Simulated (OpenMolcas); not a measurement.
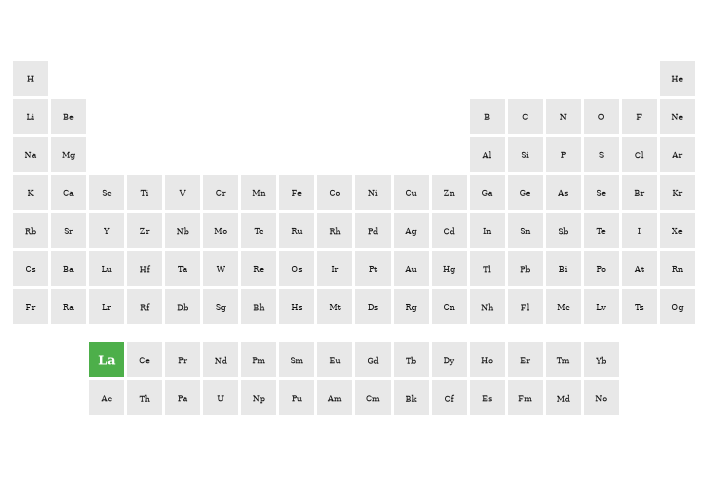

Fig. 1: The place of lanthanum in the periodic table.

Run report: La⁺, multiconfigurational calculation

System: La⁺.
Method: state-averaged CASSCF, active space 2 electrons in the shells 5d 6s, basis ANO-R1, X2C scalar Hamiltonian, spin-orbit coupling by RASSI with atomic mean-field integrals (OpenMolcas).

## The input
```
&GATEWAY
Coord
1

La 0.0 0.0 0.0
Basis=ANO-R1
Group=XYZ
NoMove
AngMom=0.0 0.0 0.0
AMFI
&SEWARD
&RASSCF
FileOrb=start.orb
Symmetry=1
Spin=4
nActEl=2 0 0
Inactive=15 12
Ras2=6 0
CIRoot=15 15 1
SDav=15
CIMx=300
Iter=95 100
PrWF=0.3
OrbListing=Nothing
MaxOrb=0
Atom
CIOnly
>>> COPY $Project.JobIph JOB001
```

The file start.orb holds starting orbitals from an earlier step.

Run as:
```bash
OMP_NUM_THREADS=1 MOLCAS_MEM=2252 MOLCAS_PROJECT=a pymolcas a.inp > a.log  # once for each step of the input, in one work folder
```

## Log (extracts)
```
--- SEWARD ---
Basis set label: LA.ANO-R...7S5P4D1F.

      Electronic valence basis set:
      ------------------
      Associated Effective Charge  57.000000 au
      Associated Actual Charge     57.000000 au
      Nuclear Model: Finite nucleus - Gaussian distribution
        Gaussian exponent, Xi/bohr**(-2):  1.74905E+08

      Shell  nPrim  nBasis  Cartesian Spherical Contaminant
         s      25       7        X
         p      18       5        X
         d      14       4                 X
         f       6       1                 X
                  Relativistic X2C integrals
                  Atomic mean-field integrals
--- RASSCF ---

 Nr of active orbitals     NAC=   6
 Spin degeneracy         ISPIN=   4
 There can be no such wave function.
 ************************************************
--- Stop Module: rasscf at  /rc=_RC_INPUT_ERROR_ ---
.####################.
.# User input error #.
.####################.
```

## What the run reported

| quantity | value |
| --- | --- |
| outcome | refused by the program |
| hardware | 1 thread of Arm Neoverse V2, 24 GiB of memory available, shared host |

## Diagnosis

The input is odd on purpose: wrong spin. The program refused the input; the driver noted: RASSCF spin 3: _RC_INPUT_ERROR_.
